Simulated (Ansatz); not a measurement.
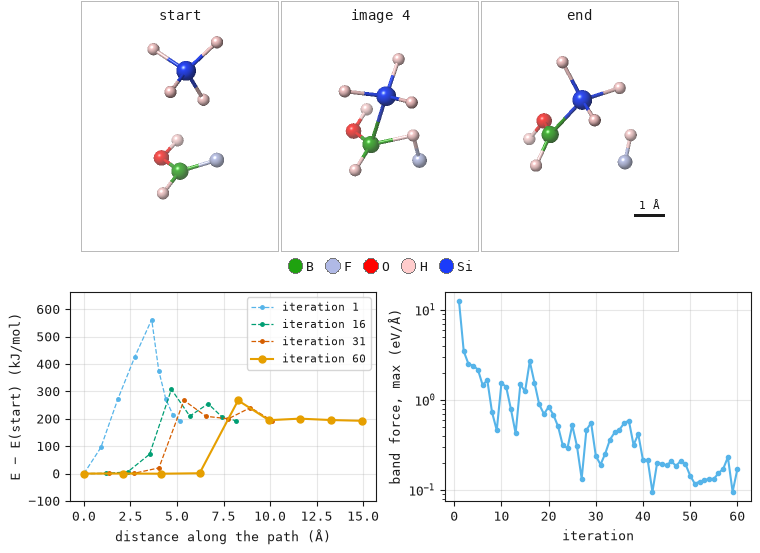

A search for the minimum-energy path of BSiH6OF, made up at the start of BH2OF and SiH₄ by the nudged elastic band. Images are numbered from 0 (start) to 8 (end). The plot follows the band through its iterations. A ball-and-stick model, seen from a free direction.

Level of theory: Ansatz 0.2.0, RKS BLYP/def2-SVP. Run with 7 movable images; climbing image; force threshold 0.05 eV/Å; iteration limit 60; starting path through a guess of the saddle point.

> How did the profile develop, and is the result final?

The result isn't final. The band hadn't converged when the run stopped after 60 iterations. The largest component of the band force went from 12 to 0.17 eV/Å. The barrier read from it is provisional, though the highest image hardly moved in the last two iterations. The first iteration put the highest image at 562.3 kJ/mol. Forward barrier 267.0 kJ/mol, backward barrier 74.4 kJ/mol, with image 4 at the top; the reaction energy is +192.6 kJ/mol. Image 2 lies below both ends, at −0.5 kJ/mol, which may mean an intermediate minimum or an end that is no minimum.

Limits of the set-up: the start holds two separate molecules, 2.8 Å apart at their closest, whose relative position is a soft coordinate and is computed without a dispersion correction.
